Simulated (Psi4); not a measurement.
# revPBE/def2-SVP run of CH8Si2 (SMILES [SiH3]C[SiH3])

What is the energy change on altering one bond length of CH8Si2 at revPBE/def2-SVP? 

The results are computed with Psi4 1.11.

## 1. The structure to begin with

CH8Si2 has 11 atoms, charge 0, and is taken as a singlet. As SMILES, `[SiH3]C[SiH3]`. The coordinates come from a PBE0-D4/def2-TZVP relaxation.

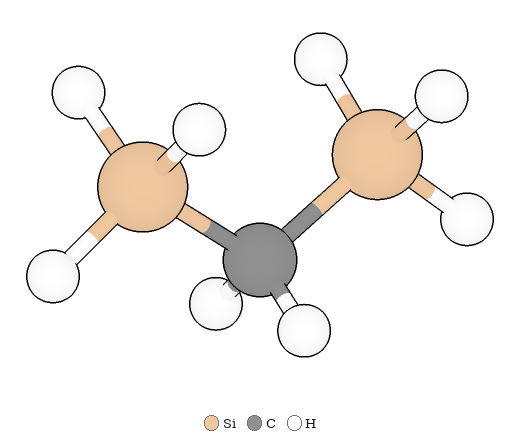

The structure, seen from a chosen angle (silicon light orange, carbon grey, hydrogen white).

## 2. Energy and forces at revPBE/def2-SVP

The input, ch8si2.py:

```python
import psi4

psi4.set_memory('2200 MB')
psi4.set_num_threads(1)
psi4.core.set_output_file('output.dat', False)

molecule = psi4.geometry("""
0 1
Si
C 1 1.872112
Si 2 1.872123 1 114.37751
H 1 1.487955 2 111.08943 3 -179.97081
H 1 1.487478 4 108.44097 2 121.23997
H 1 1.487471 5 108.4099 4 -117.54335
H 2 1.095199 1 108.79898 6 62.10203
H 2 1.095216 7 107.01206 1 -117.39945
H 3 1.487479 2 110.19264 7 -62.10858
H 3 1.487482 9 108.40993 2 120.66819
H 3 1.487949 9 108.44093 10 117.54403
symmetry c1
no_reorient
no_com
""")

options = {'basis': 'def2-SVP', 'puream': True, 'e_convergence': 1e-09, 'd_convergence': 1e-08, 'scf_type': 'pk', 'dft_radial_points': 99, 'dft_spherical_points': 590}
psi4.set_options(options)

e = psi4.gradient("revpbe")
print('gradient / Eh bohr^-1')
print(e.np.round(6))
```

Run with:

```
$ python ch8si2.py
```

output.dat:

```text
[...]
  Running in c1 symmetry.
[...]
  Nuclear repulsion =  151.529953680492270
[...]
  Multiplicity = 1
[...]
  Nalpha       = 21
  Nbeta        = 21
[...]
    Number of basis functions: 90
[...]
   @RKS iter   1:  -621.22103810259182   -1.42557e-01   8.26206e-03 DIIS/ADIIS
[...]
   @RKS iter  10:  -621.54261410443394   -2.84217e-11   5.36514e-09 DIIS
[...]
    Orbital Energies [Eh]
    ---------------------
    Doubly Occupied:
       1A    -65.411792     2A    -65.411756     3A     -9.904083
       4A     -5.057548     5A     -5.057511     6A     -3.466227
       7A     -3.466189     8A     -3.466175     9A     -3.466168
      10A     -3.466163    11A     -3.466155    12A     -0.640827
      13A     -0.478740    14A     -0.461087    15A     -0.387586
      16A     -0.339776    17A     -0.308656    18A     -0.298848
      19A     -0.296633    20A     -0.286498    21A     -0.275378
[...]
  @RKS Final Energy:  -621.54261410443394
   => Energetics <=
    Nuclear Repulsion Energy =            151.5299536804922695
    One-Electron Energy =               -1159.5369783630662823
    Two-Electron Energy =                 436.5363353953009664
    DFT Exchange-Correlation Energy =     -50.0719248171609053
    Empirical Dispersion Energy =           0.0000000000000000
    VV10 Nonlocal Energy =                  0.0000000000000000
    Total Energy =                       -621.5426141044339374
[...]
 Multipole Moments:
 ------------------------------------------------------------------------------------
     Multipole            Electronic (a.u.)      Nuclear  (a.u.)        Total (a.u.)
 ------------------------------------------------------------------------------------
 L = 1.  Multiply by 2.5417464519 to convert [e a0] to [Debye]
 Dipole X            :         -0.0000678            0.0000841            0.0000163
 Dipole Y            :          0.1669002            0.1185909            0.2854911
 Dipole Z            :          0.1076459            0.0764423            0.1840882
 Magnitude           :                                                    0.3396964
[...]
  -Total Gradient:
     Atom            X                  Y                   Z
    ------   -----------------  -----------------  -----------------
       1        0.000002059491    -0.000994024572     0.004024555102
       2        0.000010279866     0.001886280578     0.001212628264
       3        0.000001339703     0.003254063208    -0.002561605768
       4       -0.000002100363    -0.006408996276     0.002727863225
       5        0.005447234717     0.003073875437     0.002737818725
       6       -0.005446497604     0.003078739554     0.002740398144
       7       -0.008515524188    -0.005633365525    -0.003632147564
       8        0.008503715306    -0.005629447697    -0.003629586581
       9       -0.005443924784     0.003765521781     0.001672783205
      10        0.005446205410     0.003761602530     0.001668706754
      11       -0.000002801948    -0.000160557078    -0.006965479557
[...]
```

Standard output:

```text
gradient / Eh bohr^-1
[[ 2.000e-06 -9.940e-04  4.025e-03]
 [ 1.000e-05  1.886e-03  1.213e-03]
 [ 1.000e-06  3.254e-03 -2.562e-03]
 [-2.000e-06 -6.409e-03  2.728e-03]
 [ 5.447e-03  3.074e-03  2.738e-03]
 [-5.446e-03  3.079e-03  2.740e-03]
 [-8.516e-03 -5.633e-03 -3.632e-03]
 [ 8.504e-03 -5.629e-03 -3.630e-03]
 [-5.444e-03  3.766e-03  1.673e-03]
 [ 5.446e-03  3.762e-03  1.669e-03]
 [-3.000e-06 -1.610e-04 -6.965e-03]]
```

Wall time 28 s (1 thread of Intel Xeon Platinum 8488C (Sapphire Rapids), shared host); peak memory 1 GiB.

## 3. The distorted shape

The input, calc.dat:

```
memory 2.2 GB

molecule system {
  0 1
  Si
  C 1 1.872112
  Si 2 1.872123 1 114.37751
  H 1 1.487955 2 111.08943 3 -179.97081
  H 1 1.487478 4 108.44097 2 121.23997
  H 1 3.2724 5 108.40991 4 -117.54335
  H 2 1.095199 1 108.79898 5 -178.30642
  H 2 1.095216 7 107.01206 1 -117.39945
  H 3 1.487479 2 110.19264 7 -62.10858
  H 3 1.487482 9 108.40993 2 120.66819
  H 3 1.487949 9 108.44093 10 117.54403
  symmetry c1
  no_reorient
  no_com
}

set puream true
set e_convergence 1e-09
set d_convergence 1e-08
set scf_type pk
set dft_radial_points 99
set dft_spherical_points 590

E, wfn = gradient("revpbe/def2-SVP", return_wfn=True)
oeprop(wfn, "QUADRUPOLE", "LOWDIN_CHARGES", "WIBERG_LOWDIN_INDICES", title="REVPBE")
```

Run with:

```
$ psi4 -i calc.dat -o calc.out -n 1
```

calc.out:

```text
[...]
  Running in c1 symmetry.
[...]
  Nuclear repulsion =  147.566944877650627
[...]
  Multiplicity = 1
[...]
  Nalpha       = 21
  Nbeta        = 21
[...]
    Number of basis functions: 90
[...]
   @RKS iter   1:  -620.96137090149023   -4.52335e-02   8.96833e-03 ADIIS/DIIS
[...]
   @RKS iter  24:  -621.39448390026553   -2.27374e-12   1.36367e-09 DIIS
[...]
  @RKS Final Energy:  -621.39448390026553
   => Energetics <=
    Nuclear Repulsion Energy =            147.5669448776506272
    One-Electron Energy =               -1150.7672955354721580
    Two-Electron Energy =                 431.7154432658231826
    DFT Exchange-Correlation Energy =     -49.9095765082671434
    Empirical Dispersion Energy =           0.0000000000000000
    VV10 Nonlocal Energy =                  0.0000000000000000
    Total Energy =                       -621.3944839002655272
[...]
  -Total Gradient:
     Atom            X                  Y                   Z
    ------   -----------------  -----------------  -----------------
       1       -0.012882636530     0.006218796636     0.006704512514
       2       -0.008173436210     0.004488303995     0.004196593212
       3       -0.001928406245     0.008762176638    -0.004385595580
       4       -0.004947487226    -0.005095677055     0.005327716228
       5        0.002088346413     0.006412244451     0.005069931804
       6        0.021800627112    -0.012692363398    -0.009308883242
       7       -0.008268181356    -0.005532618451    -0.003686851332
       8        0.010873422516    -0.006855089658    -0.000977661207
       9       -0.004753110323     0.002707674416     0.001686380834
      10        0.005685011550     0.002858085671     0.001918588556
      11        0.000505824342    -0.001270023496    -0.006542060785
[...]
 Multipole Moments:
 ------------------------------------------------------------------------------------
     Multipole            Electronic (a.u.)      Nuclear  (a.u.)        Total (a.u.)
 ------------------------------------------------------------------------------------
 L = 1.  Multiply by 2.5417464519 to convert [e a0] to [Debye]
 Dipole X            :         -1.9926335            1.2122074           -0.7804261
 Dipole Y            :          1.2732852           -0.5877976            0.6854876
 Dipole Z            :          1.1015980           -0.4395211            0.6620770
 Magnitude           :                                                    1.2317890
 L = 2.  Multiply by 1.3450342976 to convert [e a0^2] to [Debye ang]
 Quadrupole XX       :        -77.4994703           46.1364992          -31.3629711
 Quadrupole XY       :          8.6574894           -7.9284335            0.7290559
[...]
```

It took 48 s on 1 thread of Intel Xeon Platinum 8488C (Sapphire Rapids), shared host; peak memory 0.99 GiB.

## 4. Summary of results

Level: revPBE/def2-SVP.

| quantity | value |
| --- | --- |
| first shape: total energy | -621.54261 Eh |
| first shape: dipole moment | 0.86 D |
| first shape: HOMO energy | -7.49 eV |
| first shape: LUMO energy | 0.02 eV |
| first shape: HOMO–LUMO gap | 7.51 eV |
| first shape: largest force on an atom | 0.557 eV/Å |
| distorted shape: total energy | -621.39448 Eh |
| distorted shape: dipole moment | 3.13 D |
| distorted shape: HOMO energy | -5.49 eV |
| distorted shape: LUMO energy | -4.08 eV |
| distorted shape: HOMO–LUMO gap | 1.41 eV |
| distorted shape: largest force on an atom | 1.383 eV/Å |
| energy change with the Si1–H6 bond stretched from 1.487 to 3.272 Å | 4.031 eV |

What this shows: One bond (distorted shape) is far stretched, which a spin-restricted single reference describes badly; a broken-symmetry solution may lie lower. With the Si1–H6 bond stretched from 1.487 to 3.272 Å the energy rises by 4.03 eV (389 kJ/mol). The first shape isn't relaxed at this level, so the change isn't measured from a minimum. A restricted reference can't describe the breaking bond well at this length. The largest force (first shape) is 0.56 eV/Å: the shape isn't a stationary point for this species at this level.
